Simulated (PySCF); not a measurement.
# F$_{4}$GeK, charge +1, SMILES `[K+].F[Ge](F)(F)F`: electronic structure

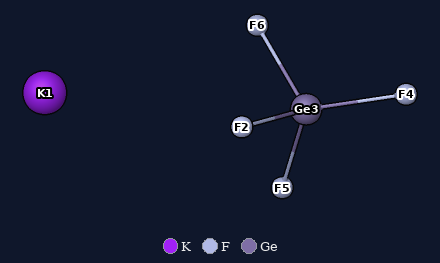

The molecule, with its atoms numbered as below. The pair's geometry is semi-empirical, so its contact may be too short or too long.

Cartesian coordinates (Å):

```
K1      -3.2186    0.0209   -0.0021
F2       0.0700    0.4841    1.3507
Ge3      0.9780   -0.0061    0.0026
F4       2.5834    0.4034    0.0220
F5       0.5907   -1.6344   -0.1422
F6       0.0732    0.7245   -1.2353
```

### 1. Bonding charge

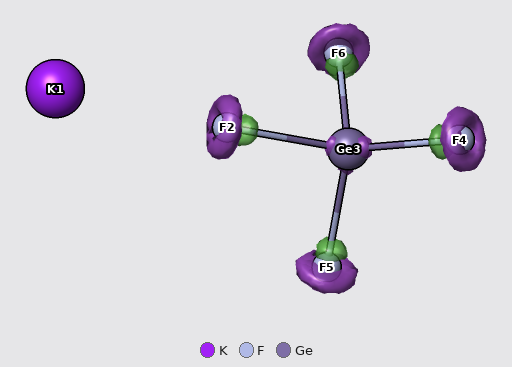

Deformation density (molecule less spherical, spin-averaged free atoms at the same positions), surfaces at ±0.3 e/Å³; purple: gain, green: loss.

Method: TPSS/def2-SVPD; geometry: GFN2-xTB; program: PySCF.

Question: How much density has each bond gained at its critical point, relative to the free atoms?

Answer: Ge3–F4: 0.00 e/Å³ at the bond critical point (bond length 1.66 Å); up to 0.6 Å beside the axis the gain reaches +0.12 e/Å³. Ge3–F5: −0.01 e/Å³ at the bond critical point (bond length 1.68 Å); up to 0.6 Å beside the axis the gain reaches +0.13 e/Å³. F2–Ge3 and Ge3–F6: −0.01 e/Å³ at the bond critical point (bond length 1.70 Å); up to 0.6 Å beside the axis the gain reaches +0.13 e/Å³. In all, 1.2 electrons gather in the regions of gain relative to the promolecule of neutral atoms (the regions of loss give up this much and the cation's charge besides). A small or negative value marks a very polar bond, one between electron-rich atoms, whose free-atom densities already overlap strongly, a long bond to a heavier atom, or a closed-shell contact such as a hydrogen bond.

Question: Where do the Hirshfeld charges lie?

Answer: The highest Hirshfeld charge is on K1 (+0.90 e), the lowest on F2 and F6 (−0.18 e).

### 2. Bond critical points

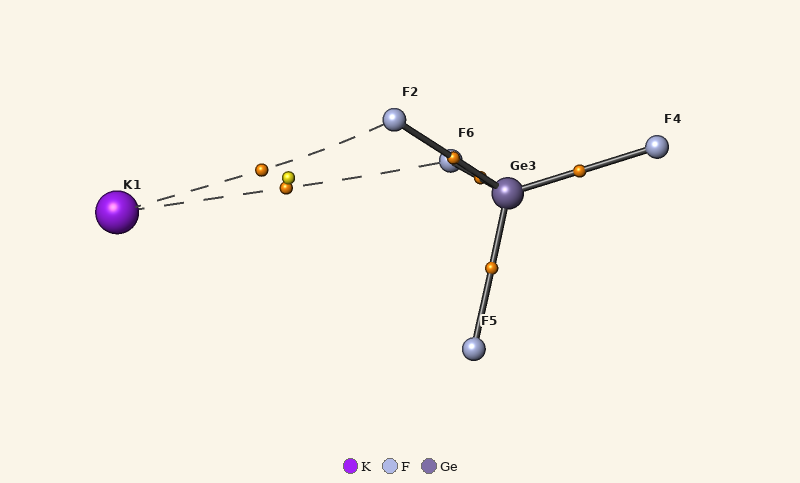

Molecular graph of the electron density (QTAIM): bond paths, bond critical points (orange), ring points (yellow, if any); weak paths are dashed.

Question: How many critical points of each kind are there, and does the count close?

Answer: 6 nuclei, 6 bond, 1 ring and 0 cage critical points: 6 − 6 + 1 − 0 = 1, as the Poincaré–Hopf relation requires.

Question: Tabulate density, Laplacian, ellipticity and energy density at the bond critical points (atomic units).

Answer:
| bond | length (Å) | ρ (a.u.) | ∇²ρ (a.u.) | ε | H (a.u.) |
| --- | --- | --- | --- | --- | --- |
| Ge3–F4 | 1.657 | 0.163 | +1.18 | 0.00 | −0.027 |
| Ge3–F5 | 1.680 | 0.154 | +1.07 | 0.00 | −0.025 |
| F2–Ge3 (2 alike) | 1.698 | 0.147 | +0.99 | 0.00 | −0.024 |
| K1–F6 | 3.585 | 0.002 | +0.01 | 0.16 | +0.001 |
| K1–F2 | 3.586 | 0.002 | +0.01 | 0.17 | +0.001 |

Question: What kind of interaction is Ge3–F4?

Answer: Polar or intermediate (positive Laplacian, negative energy density H): ρ = 0.163, ∇²ρ = +1.18, H = −0.027 a.u.

Question: Are there bond paths between atoms that aren't covalently bonded?

Answer: Yes: K1–F6 (3.58 Å, ρ = 0.002); K1–F2 (3.59 Å, ρ = 0.002).

### 3. Local ionisation energy

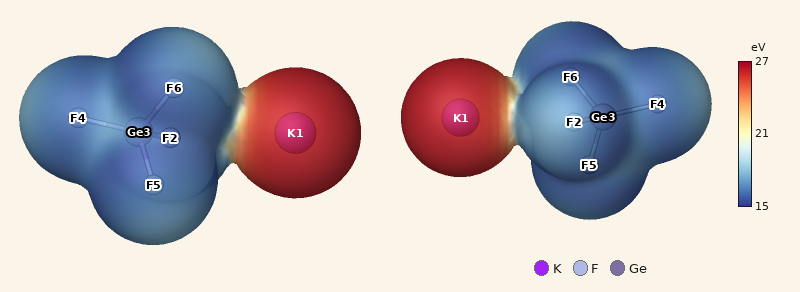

Average local ionisation energy on the surface of electron density 0.001 a.u. (back view left, front view right).

Question: Where are the most loosely bound electrons on this surface?

Answer: The lowest value is 15.6 eV, 1.7 Å from F5, and at like points elsewhere. For comparison, the highest occupied orbital lies at −14.1 eV.

### 4. Binding density

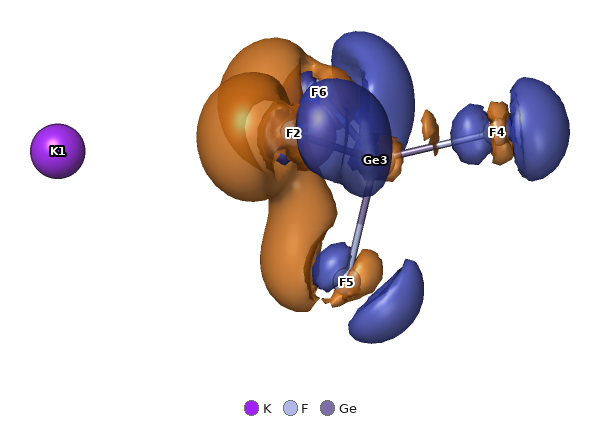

Density of the complex less the densities of the two fragments at the same geometry, ±0.006 e/Å³ (orange: gain, blue: loss). Fragment A: K(+1) (atom 1); fragment B: GeF4.

PySCF calculation, TPSS/def2-SVPD, gas phase; geometry: GFN2-xTB.

Question: Which way does charge flow?

Answer: Hirshfeld charges show 0.012 e passing from B to A. By Hirshfeld charges, electrons gather most on F2 and F6 alike (−0.013 e) and leave F4 most (+0.026 e); 0.13 e is displaced in all.

Question: What is the interaction energy, and which contacts carry it?

Answer: The counterpoise-corrected interaction energy of the frozen fragments is −5.8 kcal/mol without dispersion correction and −7.7 kcal/mol with D3(BJ). D3 uses neutral-atom coefficients and tends to overbind metal cations. The pair geometry is semi-empirical, not a minimum at this level. Contacts: K1···F6, 3.58 Å, ρ = 0.002 a.u.; K1···F2, 3.59 Å, ρ = 0.002 a.u. The pose is a local one from a semi-empirical search, not shown to be the most stable.

The PySCF runs shown took 48 s and 110 s on 1 thread of Arm Neoverse V1, with other jobs on the host.
